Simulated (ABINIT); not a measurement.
# NaF (Villiaumite): G0W0 in ABINIT against the exchange cutoff, part 2 of 2

Wanted: the cheapest exchange cutoff that holds the gap of NaF (Villiaumite).

ABINIT 10.8.3; PBEsol and many-body steps on it, plane waves. Known limits of the many-body steps: not at the basis limit; coarse k mesh.

So far. Step 2 (Screening, 4×4×4 mesh, 26 bands, screening to 130.6 eV): Local fields lower ε∞ by 4 %. On a Γ-centred mesh this coarse the value itself is usually too large, while a short band sum pulls it down.

## (5) 15.2 Ha

Level of this step: G0W0 on PBEsol, plane waves, norm-conserving pseudopotentials (ABINIT).

The self-energy is evaluated for the states that the input lists, and the levels follow from it, in one-shot runs by the linearised quasiparticle equation.

The input, run.abi:

```
acell 3*1.0 Angstrom
rprim 
  -0.000000000000 2.320000000000 2.320000000000
  2.320000000000 -0.000000000000 2.320000000000
  2.320000000000 2.320000000000 -0.000000000000
ntypat 2
znucl 11 9
natom 2
typat 1 2
xred 
  0.000000000000 0.000000000000 0.000000000000
  0.500000000000 0.500000000000 0.500000000000
pp_dirpath "pseudos"
pseudos "Na.upf, F.upf"
ecut 38
ngkpt 4 4 4
nshiftk 1
shiftk 0 0 0
kptopt 1
chksymbreak 0
istwfk *1
occopt 1
irdwfk 1
optdriver 4
nband 26
gwcalctyp 0
ecutsigx 15.2
symsigma 1
nkptgw 1
kptgw 
  0.0000000000 0.0000000000 0.0000000000
bdgw 
  6 12
ecuteps 4.8
irdscr 1
ppmodel 1
indata_prefix "in"
outdata_prefix "out"
tmpdata_prefix "tmp"
```

Command:

```sh
$ OMP_NUM_THREADS=1 mpirun -n 4 abinit run.abi > log
```

Output:

```text
.Version 10.8.3 of ABINIT. v10.8.2 released Aug 2026.

 Symmetries : space group Fm -3 m (#225); Bravais cF (face-center cubic)
[... echo of the input left out ...]
== DATASET  1 ==================================================================
-   mpi_nproc: 4, omp_nthreads: 1 (-1 if OMP is not activated)

--- !DatasetInfo
iteration_state: {dtset: 1, }
dimensions: {natom: 2, nkpt: 8, mband: 26, nsppol: 1, nspinor: 1, nspden: 1, mpw: 1917, }
cutoff_energies: {ecut:  38.0, pawecutdg:  -1.0, }
[...]
10  17.416  -7.362  -2.138  -2.679   0.910  -0.099  -5.046   2.315  19.732
       11  17.416  -7.362  -2.138  -2.679   0.910  -0.099  -5.046   2.315  19.732
       12  17.416  -7.362  -2.138  -2.679   0.910  -0.099  -5.046   2.315  19.732

== END DATASET(S) ==============================================================
================================================================================

 -outvars: echo values of variables after computation  --------
           etotal      0.0000000000E+00
            nband          26
             nkpt           8
          spgroup         225
 [... the other variables as echoed above ...]

 Calculation completed.
```

Wall time 1.8 s (4 MPI ranks of Arm Neoverse V2, shared host); peak memory 0.1 GiB; 7.1 s of CPU time.

Numbers from this step:

```
G0W0 gap on the points computed              : 10.36 eV
starting gap on the mesh                     : 6.180 eV
k of the valence top                         : 0, 0, 0
k of the conduction bottom                   : 0, 0, 0
least direct G0W0 gap on the computed points : 10.36 eV
```

The gap on the mesh goes from 6.18 eV to 10.36 eV, a correction of +4.18 eV.

## (6) 26.6 Ha

Changes to run.abi since step 5:

```diff
@@ -26,3 +26,3 @@
 gwcalctyp 0
-ecutsigx 15.2
+ecutsigx 26.6
 symsigma 1
```

Output:

```text
.Version 10.8.3 of ABINIT. v10.8.2 released Aug 2026.

 Symmetries : space group Fm -3 m (#225); Bravais cF (face-center cubic)
[... echo of the input left out ...]
== DATASET  1 ==================================================================
-   mpi_nproc: 4, omp_nthreads: 1 (-1 if OMP is not activated)

--- !DatasetInfo
iteration_state: {dtset: 1, }
dimensions: {natom: 2, nkpt: 8, mband: 26, nsppol: 1, nspinor: 1, nspden: 1, mpw: 1917, }
cutoff_energies: {ecut:  38.0, pawecutdg:  -1.0, }
[...]
10  17.416  -7.362  -2.141  -2.679   0.910  -0.099  -5.049   2.313  19.729
       11  17.416  -7.362  -2.141  -2.679   0.910  -0.099  -5.049   2.313  19.729
       12  17.416  -7.362  -2.141  -2.679   0.910  -0.099  -5.049   2.313  19.729

== END DATASET(S) ==============================================================
================================================================================

 -outvars: echo values of variables after computation  --------
           etotal      0.0000000000E+00
            nband          26
             nkpt           8
          spgroup         225
 [... the other variables as echoed above ...]

 Calculation completed.
```

Wall time 1.9 s (4 MPI ranks); peak memory 0.1 GiB.

Numbers from this step:

- G0W0 gap on the points computed: 10.52 eV
- starting gap on the mesh: 6.180 eV
- k of the valence top: 0, 0, 0
- k of the conduction bottom: 0, 0, 0
- least direct G0W0 gap on the computed points: 10.52 eV

Against the run before, the gap moves by +0.154 eV.

## (7) 38 Ha

Changes to run.abi since step 6:

```diff
@@ -26,3 +26,3 @@
 gwcalctyp 0
-ecutsigx 26.6
+ecutsigx 38
 symsigma 1
```

Output:

```text
.Version 10.8.3 of ABINIT. v10.8.2 released Aug 2026.

 Symmetries : space group Fm -3 m (#225); Bravais cF (face-center cubic)
[... echo of the input left out ...]
== DATASET  1 ==================================================================
-   mpi_nproc: 4, omp_nthreads: 1 (-1 if OMP is not activated)

--- !DatasetInfo
iteration_state: {dtset: 1, }
dimensions: {natom: 2, nkpt: 8, mband: 26, nsppol: 1, nspinor: 1, nspden: 1, mpw: 1917, }
cutoff_energies: {ecut:  38.0, pawecutdg:  -1.0, }
[...]
10  17.416  -7.362  -2.141  -2.679   0.910  -0.099  -5.049   2.313  19.729
       11  17.416  -7.362  -2.141  -2.679   0.910  -0.099  -5.049   2.313  19.729
       12  17.416  -7.362  -2.141  -2.679   0.910  -0.099  -5.049   2.313  19.729

== END DATASET(S) ==============================================================
================================================================================

 -outvars: echo values of variables after computation  --------
           etotal      0.0000000000E+00
            nband          26
             nkpt           8
          spgroup         225
 [... the other variables as echoed above ...]

 Calculation completed.
```

The job ended after 1.9 s (4 MPI ranks; peak memory 0.12 GiB).

This step gave:

```yaml
g0w0_gap_on_the_points_computed: 10.55 eV
starting_gap_on_the_mesh: 6.180 eV
k_of_the_valence_top: 0, 0, 0
k_of_the_conduction_bottom: 0, 0, 0
least_direct_g0w0_gap_on_the_computed_points: 10.55 eV
```

Against the run before, the gap moves by +0.037 eV.

## (8) Side by side

Times are wall times on 4 MPI ranks of Arm Neoverse V2, shared host, good to a factor of about two. A run's time includes the screening step that it read.

```
    run   mesh  bands  screening cutoff (eV)  DFT gap (eV)  gap on the mesh (eV)  direct (eV)  ε∞ used   time
 3.8 Ha  4×4×4     26                  130.6         6.180                 8.618        8.618     1.80  4.8 s
 7.6 Ha  4×4×4     26                  130.6         6.180                 9.722        9.722     1.80  4.8 s
15.2 Ha  4×4×4     26                  130.6         6.180                10.361       10.361     1.80  4.8 s
26.6 Ha  4×4×4     26                  130.6         6.180                10.515       10.515     1.80  4.8 s
  38 Ha  4×4×4     26                  130.6         6.180                10.552       10.552     1.80  4.9 s
```

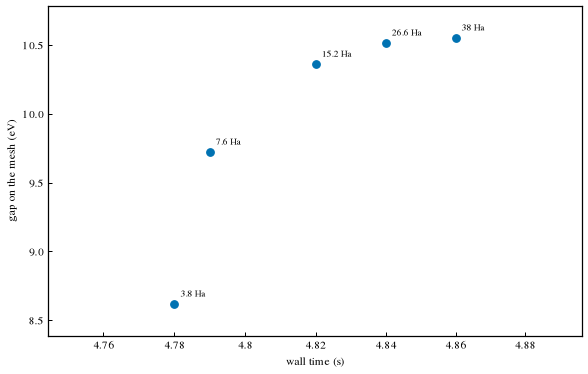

Result against wall time.

## (9) Outcome

- 3.8 Ha: 8.618 eV
- 7.6 Ha: 9.722 eV
- 15.2 Ha: 10.361 eV
- 26.6 Ha: 10.515 eV
- 38 Ha: 10.552 eV
- known limits: not at the basis limit; coarse k mesh

The setting moved: exchange cutoff. From 3.8 Ha to 38 Ha the gap moves by +1.93 eV. The last step still moves it by +0.037 eV. Bands and screening cutoff are coupled, so a series along one setting does not show full convergence. Below the screening cutoff the correlation part is cut too. Bands and cutoff are finite, so the gap is not at the basis limit. The miss can reach some tenths of an eV and take either sign; the mesh is an error of its own. In the G0W0 runs levels were corrected at 1 k point alone, so a gap called «on the mesh» is the least over those, and an edge elsewhere would be missed. The 4×4×4 mesh is coarse for this cell, which bears on the long-range parts of exchange and screening.

[Paths, hosts, dates, memory and timing lines, banners, echoed tables and standing remarks are left out of the program output.]

[Logs are printed without paths, hosts, clocks, repeated set-up lines and the standing remarks that a program may print on its own settings, such as how far it seeks lower states.]

[Runs of the session that timed out or met a known fault of the program may be left out.]

[Hosts, paths, dates, database ids (printed as entryN), source tags and the programs' standing remarks are cut or masked in the printed files.]

[G0W0 gaps are taken among the corrected bands and points alone; a level outside them can change the order at an edge.]

[Where Ansatz stands beside ABINIT at settings called matched, ABINIT's density can come from a denser mesh and the files from another edition; pairs whose starting gaps differed by over 0.03 eV were left out, so agreement reads better than it is.]
